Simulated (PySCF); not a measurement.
```xyz
11

C    -1.6650    0.1960   -0.4534
C    -0.2349    0.2803   -0.4041
C     0.5481   -0.3534    0.5502
C     1.9175   -0.2581    0.5561
F     2.6623   -0.8326    1.4264
F     2.6032    0.4097   -0.3058
H    -2.0952    1.2080   -0.4454
H    -2.1058   -0.4153    0.3297
H    -1.9811   -0.1570   -1.4459
H     0.2615    0.8785   -1.1645
H     0.0948   -0.9534    1.3308
```

Geometry: GFN2-xTB.

Computed with PBE0/def2-SVPD, SCF density, gas phase in PySCF.

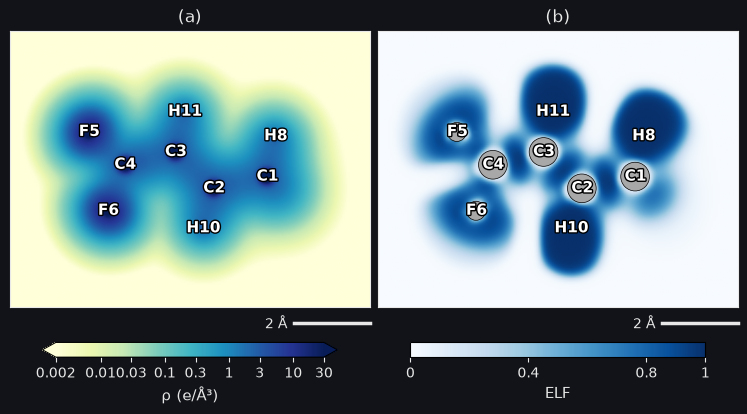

C$_{4}$H$_{5}$F$_{2}$ (SMILES C[CH+]C=C(F)F) (charge +1). (a) total electron density; (b) ELF on the plane of atoms C1, C2 and C3. Grey discs cover the atomic cores in the ELF map.

### What does the map show?

The plane passes through C, F and H nuclei. C–F (1.28 Å): ρ at the midpoint is about 2.8 e/Å³; the ELF peaks at about 0.85 between the atoms (a polar covalent bond). C–C (1.37 Å): the density is about 2.2 e/Å³ at the midpoint; the ELF peaks at about 0.95 between the atoms (a covalent bond). C–H (1.08 Å): ρ is about 2 e/Å³ halfway; the ELF climbs to about 1 towards the hydrogen, as it does in any bond to H: a covalent bond by its length. C–C (1.43 Å): the density is about 1.9 e/Å³ at the midpoint; the ELF peaks at about 0.95 between the atoms (localised, covalent bonding). The ELF also peaks beside F6 and F5, away from the bonds: lone-pair regions.
